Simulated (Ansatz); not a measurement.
CdTe (zinc blende)

```
CELL_PARAMETERS angstrom
      0.00000     6.61805     6.61805
      3.30902     0.00000     3.30902
      3.30902     3.30902     0.00000
ATOMIC_POSITIONS crystal
  Te 0.37500 0.75000 0.75000
  Te 0.87500 0.75000 0.75000
  Cd 0.00000 0.00000 0.00000
  Cd 0.50000 0.00000 0.00000
```

The atoms are displaced by Q × the pattern below (from a DFPT mode at L = (0.5, 0.0, 0.0), largest move 1; Q in Å), at fixed cell. It is one choice among 2 degenerate patterns. (q is in reciprocal vectors of the primitive cell; the cell shown is doubled to hold the pattern.)

```
atom       x       y       z
----  ------  ------  ------
Te1   -0.285   0.520  -0.805
Te2    0.285  -0.520   0.805
Cd3   -0.281   0.512  -0.793
Cd4    0.281  -0.512   0.793
```

Method: PBE (plane waves to 420 eV, PAW, scalar-relativistic; Ansatz, a first-principles code). k mesh 9×9×9 (Γ-centred), Fermi-Dirac smearing 0.05 eV. Energies are smeared free energies. CdTe was relaxed with its symmetry unable to fall. Spin-orbit coupling is left out, though Te is heavy. ΔE is measured from the undisplaced structure.

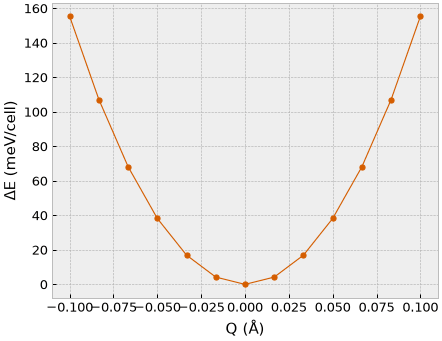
Figure. ΔE (meV/cell) against Q (Å); one marker a computed point.

What is the energy change at Q = 0.100 Å?

About 160 meV/cell.

What harmonic wavenumber does the curvature at Q = 0 give?

About 130 cm⁻¹.

(For displaced atoms, the force is minus the slope of the energy, and its curvature is a force constant, which sets phonon frequencies.)
